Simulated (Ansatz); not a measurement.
**AlBH4S: shape, modes and thermochemistry**

Aim: relax AlBH4S from a cheap starting geometry, then compute its harmonic vibrations to see whether it is a minimum and to get the zero-point energy and entropy, and look at its orbitals and charge.

The runs use Ansatz 0.2.0, Gaussian basis; RKS PBE0-D4/def2-TZVP.

Plan: relaxation at PBE-D4/def2-SVP; relaxation at PBE0-D4/def2-TZVP; harmonic vibrations at the same level; a single point in def2-TZVPP for the fields.

### Step 1. Where the work starts

SMILES `B[S][AlH2]`, 7 atoms, charge 0, spin multiplicity 1.

Atoms are counted from 1 here; the program's logs count them from 0.

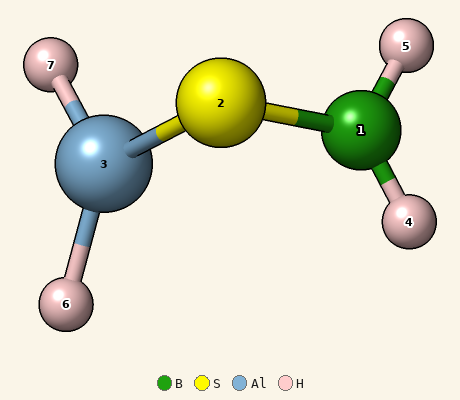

As it starts; boron green, sulfur yellow, aluminium light blue, hydrogen pink; atoms are numbered from 1 in the order of the file.

The start is a force-field geometry with small random shifts, so a cheaper pass at PBE-D4/def2-SVP comes first.

### Step 2. Geometry optimisation, PBE-D4/def2-SVP (cheap first pass)

in.yaml reads:

```yaml
crystal:
  periodic: [false, false, false]
  atoms:
    - {symbol: B, position_ang: [-1.382500, 0.242500, -0.457100]}
    - {symbol: S, position_ang: [0.181800, 0.666400, -1.353600]}
    - {symbol: Al, position_ang: [1.377800, -0.230400, 0.314700]}
    - {symbol: H, position_ang: [-1.901800, -0.733300, -0.657700]}
    - {symbol: H, position_ang: [-1.899800, 1.072700, 0.251900]}
    - {symbol: H, position_ang: [1.779200, -1.769600, 0.300900]}
    - {symbol: H, position_ang: [1.906500, 0.683700, 1.555400]}
basis:
  gaussian: {orbitals: def2-SVP}
hamiltonian: {xc: pbe, dispersion: d4}
relax: {f_tol: 0.03, max_steps: 200}
```

The run is started by

```sh
$ ansatz run in.yaml --threads 2 --pin off --events-out ev --progress --plain --max-ram 4352MiB
```

What it wrote, cut to the lines that bear on the results:

```text
Functional definition: PBE
  name "PBE"
  cite "Perdew, Burke & Ernzerhof, Phys. Rev. Lett. 77, 3865 (1996) doi:10.1103/PhysRevLett.77.3865"
  parent pbe
[...]
784 factors; their error is unknown
[...]
mean field -18157.69665359 eV, -667.2830442905 hartree, gradient 3.6e-5 eV, S^2 0.000000; 0 other end points of the search recorded, 0 dependent functions left out
[...]
reference -18157.69669285 eV, -667.2830457335 hartree; 19, 19 occupied and 51, 51 virtual orbitals, 784 factors
relax step   1: F+E_penalty+E_count = -18157.82762547 eV  Δ(F+E_penalty+E_count) = +0.000e0 eV  max|allowed force component| = 2.401e0 eV/Å  Δτ_max = 0.0000 Å  (24 SCF iters, accepted)
[...]
relax step   6: F+E_penalty+E_count = -18158.17620796 eV  Δ(F+E_penalty+E_count) = -9.751e-2 eV  max|allowed force component| = 7.751e-1 eV/Å  Δτ_max = 0.1955 Å  (32 SCF iters, accepted)
[...]
relax step  11: F+E_penalty+E_count = -18158.64807904 eV  Δ(F+E_penalty+E_count) = -4.047e-3 eV  max|allowed force component| = 1.731e-1 eV/Å  Δτ_max = 0.0568 Å  (26 SCF iters, accepted)
[...]
relax step  16: F+E_penalty+E_count = -18158.66911973 eV  Δ(F+E_penalty+E_count) = -1.032e-2 eV  max|allowed force component| = 9.054e-2 eV/Å  Δτ_max = 0.1210 Å  (26 SCF iters, accepted)
[...]
relax step  20: F+E_penalty+E_count = -18158.67254710 eV  Δ(F+E_penalty+E_count) = -1.369e-4 eV  max|allowed force component| = 3.757e-2 eV/Å  Δτ_max = 0.0321 Å  (26 SCF iters, accepted)
[...]
relax step  21: F+E_penalty+E_count = -18158.67286523 eV  Δ(F+E_penalty+E_count) = -3.181e-4 eV  max|allowed force component| = 6.250e-3 eV/Å  Δτ_max = 0.0115 Å  (27 SCF iters, accepted)
784 factors; their error is unknown
[...]
mean field -18158.54159911 eV, -667.3140954659 hartree, gradient 9.9e-6 eV, S^2 0.000000; 1 other end points of the search recorded, 0 dependent functions left out
[...]
reference -18158.54163815 eV, -667.3140969003 hartree; 19, 19 occupied and 51, 51 virtual orbitals, 784 factors
Total energy: -18158.67290426 eV, -667.3189208410 hartree
Atom 0 at    -1.439745     0.267587    -0.517886 Å, force    -0.000867     0.006250    -0.000838 eV/Å
Atom 1 at    -0.043139     1.340091    -0.144149 Å, force     0.000753     0.000320    -0.000833 eV/Å
Atom 2 at     1.449591    -0.190811     0.494132 Å, force     0.000390     0.001095     0.000580 eV/Å
Atom 3 at    -1.374026    -0.938166    -0.384159 Å, force     0.000062    -0.003265    -0.000730 eV/Å
Atom 4 at    -2.451185     0.812107    -0.910697 Å, force     0.000675    -0.003023     0.001663 eV/Å
Atom 5 at     1.039154    -1.729571     0.496586 Å, force    -0.000561    -0.000811     0.000144 eV/Å
Atom 6 at     2.880550     0.370762     0.920672 Å, force    -0.000453    -0.000567     0.000014 eV/Å
Dipole moment:     0.163749    -0.137652     0.067751 e Å
```

It took 22 s on 2 threads of Arm Neoverse V1, shared host.

The steps of the relaxation: (the energy doesn't fall at every step)

```csv
step,energy from step 1 (eV),largest force component (eV/Å)
1,0.0000,2.4006
2,0.0547,1.3671
3,-0.1404,0.7443
4,-0.1851,0.3712
5,-0.2511,0.4045
6,-0.3486,0.7751
7,-0.4813,0.7172
8,-0.6401,0.5448
9,-0.7571,0.3495
10,-0.8164,0.2016
11,-0.8205,0.1731
12,-0.8234,0.0714
13,-0.8253,0.0991
14,-0.8282,0.2662
15,-0.8312,0.1700
16,-0.8415,0.0905
17,-0.8419,0.0563
18,-0.8443,0.0260
19,-0.8448,0.0683
20,-0.8449,0.0376
21,-0.8452,0.0063
```

The force was under the threshold of 0.03 eV/Å already at step 18, but the program went on to step 21.

Distances of close pairs at the start and the end, largest changes first:

```csv
bond,before (Å),after (Å),change (Å)
B1–H4,1.123,1.215,+0.091
B1–S2,1.852,1.800,-0.052
Al3–H7,1.629,1.595,-0.034
S2–Al3,2.240,2.231,-0.009
B1–H5,1.208,1.214,+0.006
Al3–H6,1.591,1.593,+0.002
```

### Step 3. Relaxation at PBE0-D4/def2-TZVP

in.yaml reads:

```yaml
crystal:
  periodic: [false, false, false]
  atoms:
    - {symbol: B, position_ang: [-1.439745, 0.267587, -0.517886]}
    - {symbol: S, position_ang: [-0.043139, 1.340091, -0.144149]}
    - {symbol: Al, position_ang: [1.449591, -0.190811, 0.494132]}
    - {symbol: H, position_ang: [-1.374026, -0.938166, -0.384159]}
    - {symbol: H, position_ang: [-2.451185, 0.812107, -0.910697]}
    - {symbol: H, position_ang: [1.039154, -1.729571, 0.496586]}
    - {symbol: H, position_ang: [2.880550, 0.370762, 0.920672]}
basis:
  gaussian: {orbitals: def2-TZVP}
hamiltonian: {xc: pbe0, dispersion: d4}
relax: {f_tol: 0.005, max_steps: 150}
```

Launched as before.

What it wrote, cut to the lines that bear on the results:

```text
Functional definition: PBE0
  name "PBE0"
  cite "Adamo & Barone, J. Chem. Phys. 110, 6158 (1999) doi:10.1063/1.478522"
  cite "Perdew, Burke & Ernzerhof, Phys. Rev. Lett. 77, 3865 (1996) doi:10.1103/PhysRevLett.77.3865"
  parent pbe
[...]
895 factors; their error is unknown
[...]
mean field -18167.28171591 eV, -667.6352888338 hartree, gradient 2.7e-5 eV, S^2 0.000000; 0 other end points of the search recorded, 0 dependent functions left out
[...]
reference -18167.28174987 eV, -667.6352900820 hartree; 19, 19 occupied and 110, 110 virtual orbitals, 895 factors
relax step   1: F+E_penalty+E_count = -18167.39253556 eV  Δ(F+E_penalty+E_count) = +0.000e0 eV  max|allowed force component| = 4.789e-1 eV/Å  Δτ_max = 0.0000 Å  (24 SCF iters, accepted)
[...]
reference -18167.30168691 eV, -667.6360227544 hartree; 19, 19 occupied and 110, 110 virtual orbitals, 895 factors
Total energy: -18167.41316848 eV, -667.6401196267 hartree
Atom 0 at    -1.424116     0.265100    -0.512658 Å, force    -0.000659    -0.001270    -0.000396 eV/Å
Atom 1 at    -0.039856     1.333734    -0.145957 Å, force    -0.000212     0.000501     0.000245 eV/Å
Atom 2 at     1.430555    -0.182695     0.486692 Å, force     0.000249    -0.000146    -0.000525 eV/Å
Atom 3 at    -1.350297    -0.919122    -0.379970 Å, force     0.000247     0.000467     0.000366 eV/Å
Atom 4 at    -2.427033     0.785191    -0.896431 Å, force     0.000514     0.000408     0.000037 eV/Å
Atom 5 at     1.018320    -1.705542     0.487813 Å, force    -0.000203     0.000016     0.000055 eV/Å
Atom 6 at     2.853627     0.355333     0.915012 Å, force     0.000065     0.000024     0.000218 eV/Å
Dipole moment:     0.129906    -0.138603     0.056364 e Å
```

Wall time 15 s (2 threads of Arm Neoverse V1, shared host).

Along the way:

```csv
step,energy from step 1 (eV),largest force component (eV/Å)
1,0.0000,0.4789
2,-0.0191,0.1446
3,-0.0206,0.0203
4,-0.0206,0.0198
5,-0.0205,0.0442
6,-0.0206,0.0013
```

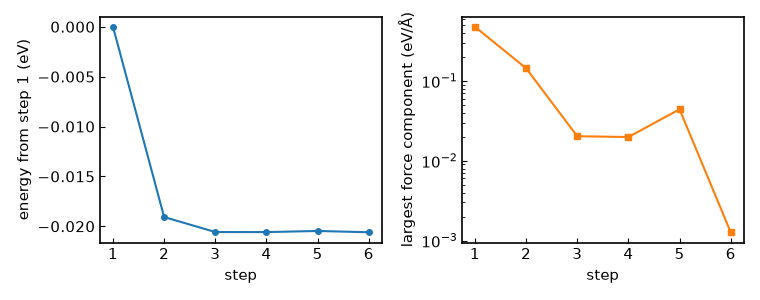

Energy and force, step by step.

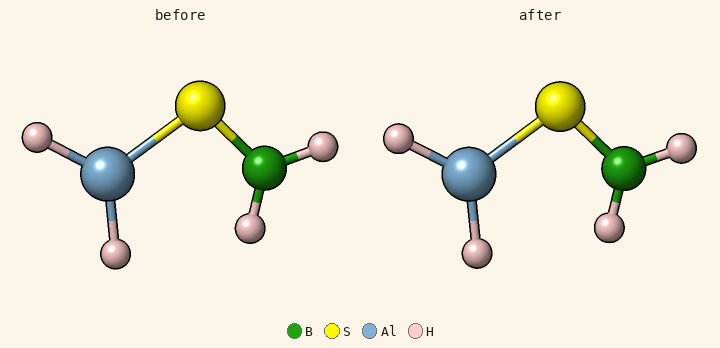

Before and after, at one scale.

Close pairs (by a distance rule), those that changed most:

```csv
bond,before (Å),after (Å),change (Å)
S2–Al3,2.231,2.205,-0.026
B1–H4,1.215,1.194,-0.021
B1–H5,1.214,1.193,-0.021
Al3–H6,1.593,1.578,-0.015
Al3–H7,1.595,1.581,-0.015
B1–S2,1.800,1.787,-0.013
```

Mulliken charges at the end point, from the run's report:

```csv
atom,value (e)
B1,-0.04
S2,-0.20
Al3,0.34
H4,0.03
H5,0.03
H6,-0.07
H7,-0.09
```

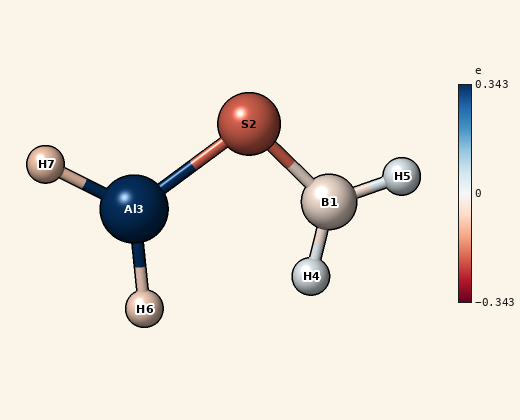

Mulliken charges at the end point, from the run's report, as colours on the atoms.

### Step 4. Vibrations by finite differences

in.yaml reads:

```yaml
crystal:
  periodic: [false, false, false]
  atoms:
    - {symbol: B, position_ang: [-1.424116, 0.265100, -0.512658]}
    - {symbol: S, position_ang: [-0.039856, 1.333734, -0.145957]}
    - {symbol: Al, position_ang: [1.430555, -0.182695, 0.486692]}
    - {symbol: H, position_ang: [-1.350297, -0.919122, -0.379970]}
    - {symbol: H, position_ang: [-2.427033, 0.785191, -0.896431]}
    - {symbol: H, position_ang: [1.018320, -1.705542, 0.487813]}
    - {symbol: H, position_ang: [2.853627, 0.355333, 0.915012]}
basis:
  gaussian: {orbitals: def2-TZVP}
hamiltonian: {xc: pbe0, dispersion: d4}
phonons: {temperatures: {t_min: 298.15, t_max: 900, t_step: 200}}
```

Same command.

What it wrote, cut to the lines that bear on the results:

```text
Functional definition: PBE0
  name "PBE0"
  cite "Adamo & Barone, J. Chem. Phys. 110, 6158 (1999) doi:10.1063/1.478522"
  cite "Perdew, Burke & Ernzerhof, Phys. Rev. Lett. 77, 3865 (1996) doi:10.1103/PhysRevLett.77.3865"
  parent pbe
[...]
895 factors; their error is unknown
[...]
mean field -18167.30165312 eV, -667.6360215128 hartree, gradient 2.9e-5 eV, S^2 0.000000; 0 other end points of the search recorded, 0 dependent functions left out
[...]
reference -18167.30168699 eV, -667.6360227573 hartree; 19, 19 occupied and 110, 110 virtual orbitals, 895 factors
[...]
895 factors; their error is unknown
[...]
mean field -18167.30153277 eV, -667.6360170901 hartree, gradient 2.6e-6 eV, S^2 0.000000; 0 other end points of the search recorded, 0 dependent functions left out
[...]
reference -18167.30156663 eV, -667.6360183344 hartree; 19, 19 occupied and 110, 110 virtual orbitals, 895 factors
[...]
Total energy: -18167.41316857 eV, -667.6401196299 hartree
Atom 0 at    -1.424116     0.265100    -0.512658 Å, force    -0.000657    -0.001267    -0.000398 eV/Å
Atom 1 at    -0.039856     1.333734    -0.145957 Å, force    -0.000221     0.000508     0.000242 eV/Å
Atom 2 at     1.430555    -0.182695     0.486692 Å, force     0.000260    -0.000150    -0.000522 eV/Å
Atom 3 at    -1.350297    -0.919122    -0.379970 Å, force     0.000247     0.000462     0.000368 eV/Å
Atom 4 at    -2.427033     0.785191    -0.896431 Å, force     0.000512     0.000411     0.000037 eV/Å
Atom 5 at     1.018320    -1.705542     0.487813 Å, force    -0.000203     0.000013     0.000056 eV/Å
Atom 6 at     2.853627     0.355333     0.915012 Å, force     0.000062     0.000023     0.000217 eV/Å
Dipole moment:     0.129905    -0.138601     0.056364 e Å
Vibrations: 114.18 193.56 299.44 469.44 499.69 589.99 765.53 799.39 834.21 957.88 1206.39 1943.90 1963.81 2591.01 2690.45 cm⁻¹, zero-point energy 0.986843 eV
```

Wall time 59 s (2 threads of Arm Neoverse V1, shared host).

Motions are named by where the mode's potential energy lies. Wavenumbers, unscaled:

```csv
mode,cm⁻¹,motion
1,114,torsion
2,194,bend
3,299,torsion
4,469,Al–S stretch
5,500,bend
6,590,out-of-plane bend with torsion
7,766,bend
8,799,B–S stretch
9,834,bend
10,958,out-of-plane bend with torsion
11,1206,bend
12,1944,Al–H stretch
13,1964,Al–H stretch
14,2591,B–H stretch
15,2690,B–H stretch
```

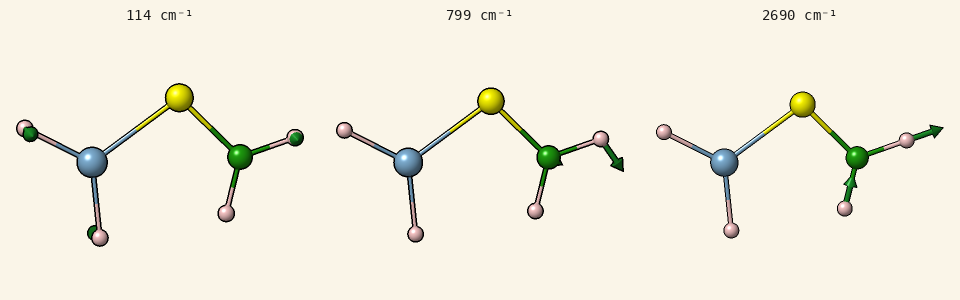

Displacements of 3 modes, as arrows.

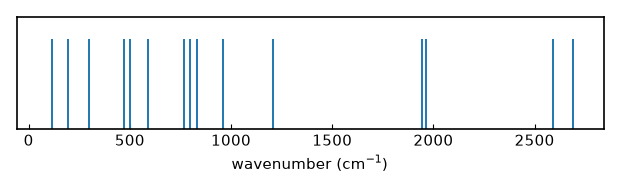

The harmonic wavenumbers as sticks (no intensities were computed).

From these modes and the moments of inertia (298.15 K, 1 bar, symmetry number 1):

```csv
term,value
zero-point energy,95.2 kJ/mol
H(298) − E,112.0 kJ/mol
"entropy, translation",162.5 J/(mol K)
"entropy, rotation",102.9 J/(mol K)
"entropy, vibration",39.6 J/(mol K)
"entropy, total",305.0 J/(mol K)
```

### Step 5. A single point for the fields

in.yaml, as its differences from that of step 4:

```diff
@@ -11,4 +11,4 @@
 basis:
-  gaussian: {orbitals: def2-TZVP}
+  gaussian: {orbitals: def2-TZVPP}
 hamiltonian: {xc: pbe0, dispersion: d4}
-phonons: {temperatures: {t_min: 298.15, t_max: 900, t_step: 200}}
+output: {orbitals: {seedname: orbitals}}
```

The command is unchanged.

What it wrote:

```text
Functional definition: PBE0
  name "PBE0"
  cite "Adamo & Barone, J. Chem. Phys. 110, 6158 (1999) doi:10.1063/1.478522"
  cite "Perdew, Burke & Ernzerhof, Phys. Rev. Lett. 77, 3865 (1996) doi:10.1103/PhysRevLett.77.3865"
  parent pbe
  parameter a = 0.25
  parameter kappa = 0.804
  parameter beta = 0.06672455060314922
  exchange = (1 - a)*pbe_x(kappa = kappa, mu = beta*pi^2/3) + a*exact_x
  correlation = pbe_c(beta = beta)
1020 factors; their error is unknown
mean field evaluation 1: about -18165.5825 eV, gradient 2.3e1 eV
mean field evaluation 2: about -18165.6032 eV, gradient 2.4e1 eV
mean field evaluation 4: about -18167.3049 eV, gradient 1.1e0 eV
mean field evaluation 8: about -18167.3224 eV, gradient 2.8e-2 eV
mean field -18167.32239514 eV, -667.6367837680 hartree, gradient 3.1e-5 eV, S^2 0.000000; 0 other end points of the search recorded, 0 dependent functions left out
reference -18167.32242886 eV, -667.6367850073 hartree; 19, 19 occupied and 152, 152 virtual orbitals, 1020 factors
Total energy: -18167.43391045 eV, -667.6408818799 hartree
```

Wall time 2.1 s (2 threads of Arm Neoverse V1, shared host).

Orbitals, density, ELF and potential are computed afterwards from the orbital file.

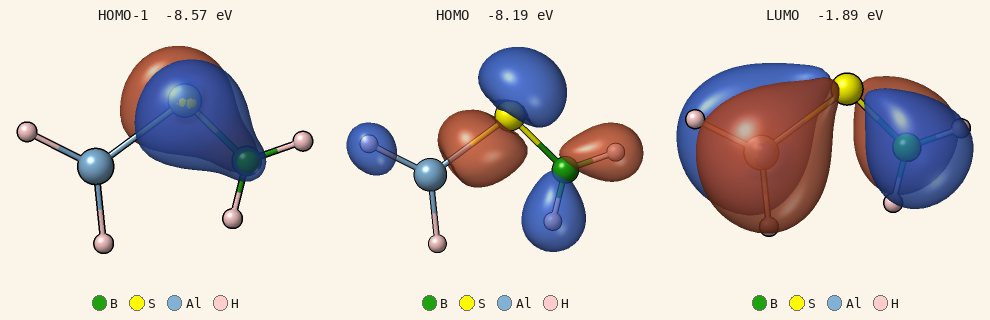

Frontier orbitals at PBE0-D4/def2-TZVPP; each surface holds 70 % of the orbital's density, blue and red mark the sign.

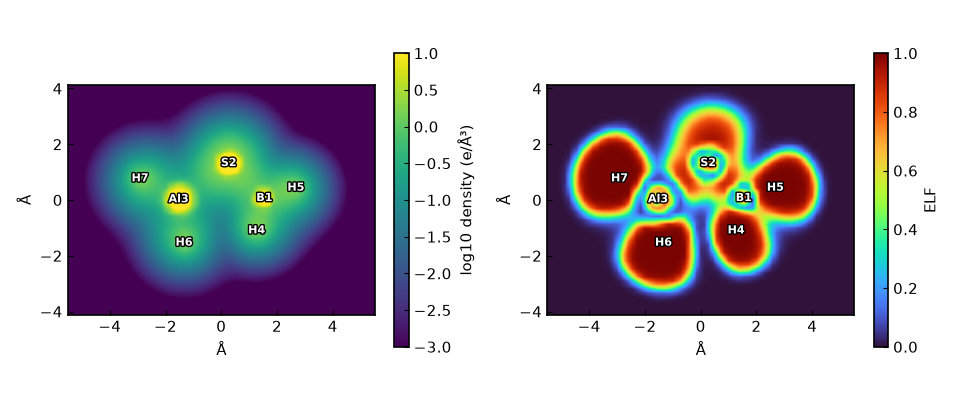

Density (left) and ELF (right) in a plane through or near 7 of the atoms.

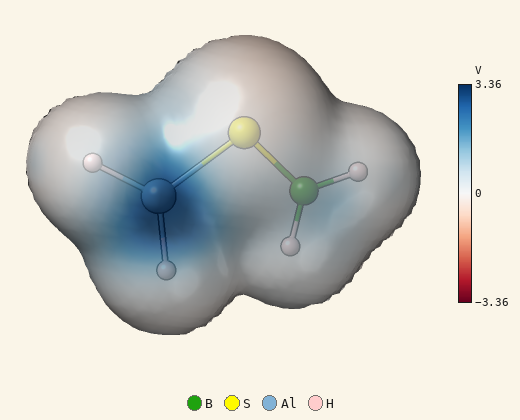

The potential that a unit positive charge feels on the 0.002 e/bohr³ surface, from the 1st to the 99th percentile, from -0.46 V near S2 to 3.36 V near Al3.

### Step 6. Results

| quantity | value |
| --- | --- |
| point group | Cs |
| steps | 21 + 6 |
| shift from the start (rms) | 0.934 Å |
| total energy | -18167.4132 eV |
| dispersion term | -111 meV |
| dipole moment | 0.95 D |
| lowest, highest wavenumber | 114, 2690 cm⁻¹ |
| zero-point energy | 95.2 kJ/mol |
| entropy at 298.15 K | 305.0 J/(mol K) |
| HOMO, LUMO | -8.19, -1.89 eV |

What this shows: The atoms moved 0.93 Å (rms) from the start; the bond that changed most is B1–H4, from 1.123 to 1.194 Å. No mode is imaginary: a true minimum at this level. The stiffest mode, 2690 cm⁻¹, is a B–H stretch, and 2 modes under 200 cm⁻¹ make the vibrational entropy uncertain. Harmonic hybrid wavenumbers usually lie a few per cent above measured fundamentals. The largest Mulliken charge, +0.34 e, sits on Al3. The HOMO lies mostly on S2 51 %; H4, H5 about 12 % each and the LUMO on Al3 37 %; B1 23 %.
